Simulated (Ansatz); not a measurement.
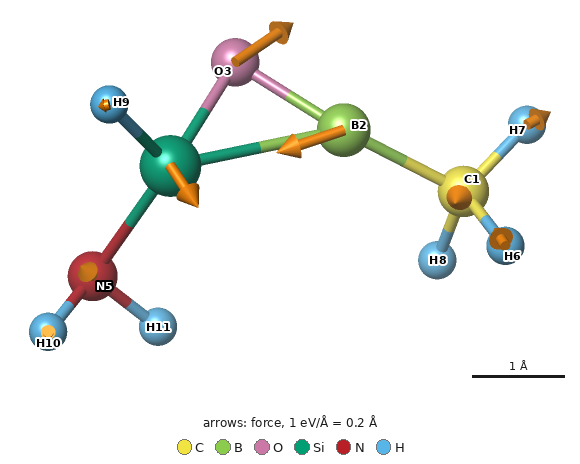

Starting geometry of CH$_{6}$BNOSi (coarse preliminary run) with the computed forces as orange arrows. Style: ball-and-stick. Shown at a tilt.

The start comes from a force field.

Level of theory: Ansatz 0.2.0, RKS PBE-D4/def2-SVP.

The input:
```yaml
crystal:
  periodic: [false, false, false]
  atoms:
    - {symbol: C, position_ang: [-1.240000, -1.610100, 0.284000]}
    - {symbol: B, position_ang: [-0.202500, -0.577900, 0.855000]}
    - {symbol: O, position_ang: [1.181900, -0.271300, 1.087800]}
    - {symbol: Si, position_ang: [0.747800, 1.184900, 0.453600]}
    - {symbol: N, position_ang: [1.306900, 1.327600, -1.226900]}
    - {symbol: H, position_ang: [-2.287300, -1.069100, 0.319600]}
    - {symbol: H, position_ang: [-1.269800, -2.497400, 0.873800]}
    - {symbol: H, position_ang: [-1.004400, -1.785300, -0.790000]}
    - {symbol: H, position_ang: [1.017800, 2.256900, 1.453500]}
    - {symbol: H, position_ang: [1.072800, 2.303200, -1.502500]}
    - {symbol: H, position_ang: [0.742200, 0.681600, -1.787000]}
basis:
  gaussian: {orbitals: def2-SVP}
hamiltonian: {xc: pbe, dispersion: d4}
relax: {f_tol: 0.03, max_steps: 200}
```

Command:
```bash
ansatz run in.yaml --threads 4 --pin off --events-out ev --progress --plain --max-ram 10444MiB
```

What follows when this structure is relaxed?

It isn't relaxed: the largest force vector, on O3, is 4.75 eV/Å. The final displacements have little in common with the starting forces (cosine between the two patterns 0.20). H10 moves most after the best rigid fit: 1.10 Å. Largest moves by element: H 1.10 Å, Si 0.43 Å, B 0.40 Å, N 0.40 Å, O 0.33 Å, C 0.24 Å. Among the contacts that change: O3–Si4 1.647 → 1.843 Å, B2–Si4 2.042 → 1.932 Å, B2–O3 1.437 → 1.348 Å, C1–H6 1.179 → 1.111 Å. Bond angles that change, for instance: Si4–N5–H10 104.8° → 122.3°, C1–B2–Si4 143.4° → 160.3°, Si4–N5–H11 107.0° → 122.2°. Groups turn about B2–O3 by about 45°. Over 14 accepted moves (16 points after the start) the energy falls by 141.1 kJ/mol. The largest force component goes from 4.6 to 0.021 eV/Å. The line search rejected the trial steps at points 7, 10 of the run. The forces were under the threshold at step 11, but the run went on from there. The run took 21 s on 4 threads of Arm Neoverse V1, on a shared host.
